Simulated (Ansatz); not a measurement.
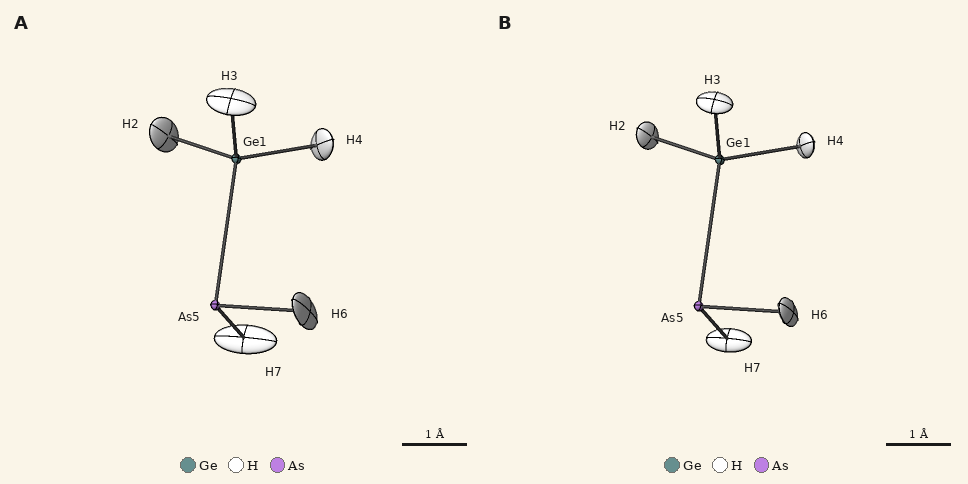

Displacement ellipsoids at the 50 % level, scaled by 0.7, from the internal vibrations of the free molecule (harmonic, no overall translation or rotation; no half-axis is drawn under 0.075 Å). Vibrations computed with RKS PBE0-D4/def2-TZVP (Ansatz 0.2.0). One panel is for 298 K, the other for 600 K.

Which panel is for 600 K?

Answer. A.

How much does the mean-square displacement of H6 grow, and why?

Answer. U_eq goes from 0.0533 to 0.0948 Å², a factor of 1.8. Modes below kT (417 cm⁻¹ at 600 K) grow about in proportion to T, and the lowest lies at 136 cm⁻¹; the mean-square amplitude of a mode is its zero-point value times coth(ħω/2kT), which comes close to 1 only above about 3kT.
